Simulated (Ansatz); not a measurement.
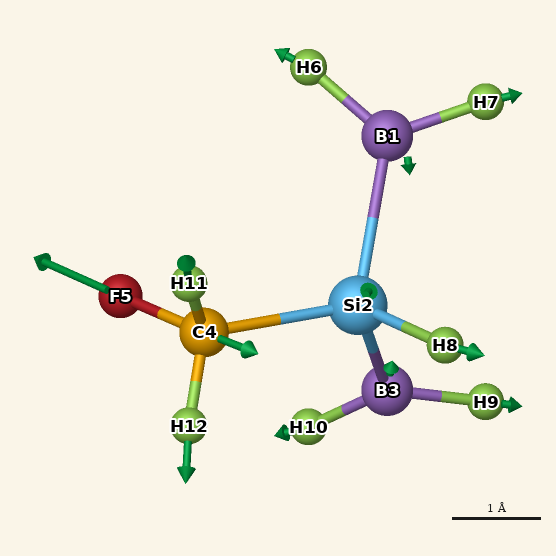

Arrows show the forces on the atoms, 2 Å of arrow for 1 eV/Å; forces under a tenth of the largest aren't drawn. Level of theory: PBE-D4/def2-TZVPP (Ansatz 0.2.0).

Question: On which atom is the force largest, and how large is it?

Answer: On F5: 0.62 eV/Å.

Question: Which bond do the forces act along most?

Answer: C4–F5, now 1.392 Å: the forces push its atoms apart, so a first step downhill lengthens it.

List the force components in the frame of the picture (x right, y up, z towards the viewer), in eV/Å.

| atom | Fx | Fy | Fz |
| --- | --- | --- | --- |
| B1 | 0.01 | −0.11 | 0.00 |
| Si2 | 0.04 | 0.06 | −0.13 |
| B3 | 0.01 | 0.08 | 0.08 |
| C4 | 0.22 | −0.09 | 0.20 |
| F5 | −0.42 | 0.19 | −0.42 |
| H6 | −0.11 | 0.06 | −0.01 |
| H7 | 0.12 | 0.03 | 0.00 |
| H8 | 0.15 | −0.04 | 0.09 |
| H9 | 0.12 | −0.02 | −0.02 |
| H10 | −0.11 | −0.03 | −0.05 |
| H11 | −0.01 | 0.11 | 0.22 |
| H12 | −0.01 | −0.24 | 0.07 |
